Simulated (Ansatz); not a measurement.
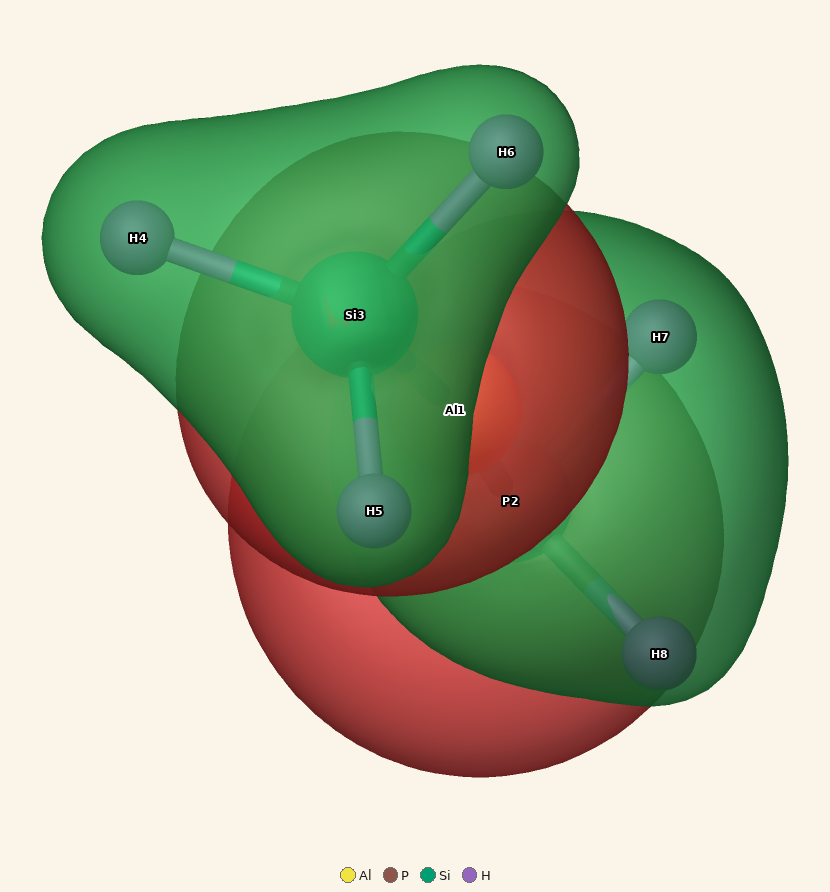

The picture shows: AlH$_{5}$PSi (SMILES [SiH3][Al+][PH2]) (charge +1). The HOMO at ±0.06 Å⁻³ᐟ² (green and red are the two phases), seen at an oblique angle.

Geometry: PBE0-D3(BJ)/pcseg-1.

Method: isolated molecule in a Gaussian basis; Kohn-Sham density functional theory, functional PBE0 (Ansatz).

Input file:

```
crystal:
  periodic: [false, false, false]
  atoms:
    - {symbol: Al, position_ang: [0.806024, 0.066562, 1.396645]}
    - {symbol: P, position_ang: [0.968161, 1.021741, 3.475515]}
    - {symbol: Si, position_ang: [0.687749, -1.196109, -0.724596]}
    - {symbol: H, position_ang: [1.473384, -2.433141, -0.476573]}
    - {symbol: H, position_ang: [-0.761902, -1.444821, -0.937737]}
    - {symbol: H, position_ang: [1.292314, -0.299908, -1.743727]}
    - {symbol: H, position_ang: [1.774238, 2.074379, 2.938297]}
    - {symbol: H, position_ang: [-0.273828, 1.700931, 3.269160]}
basis:
  gaussian: {orbitals: def2-TZVPD}
total_charge: 1
hamiltonian: {xc: pbe0}
output: {forces: true, orbitals: {seedname: orbitals}}
```

Launched as:

```sh
ansatz run input.yaml --threads 1 --pin off --max-ram 2610MiB --events-out events.jsonl --progress --plain --runs-dir runs
```

### Describe this orbital and give its energy.

It lies mainly on P2 (about 50 %), Al1 (about 20 %) and Si3 (about 20 %). Its energy is −12.41 eV.
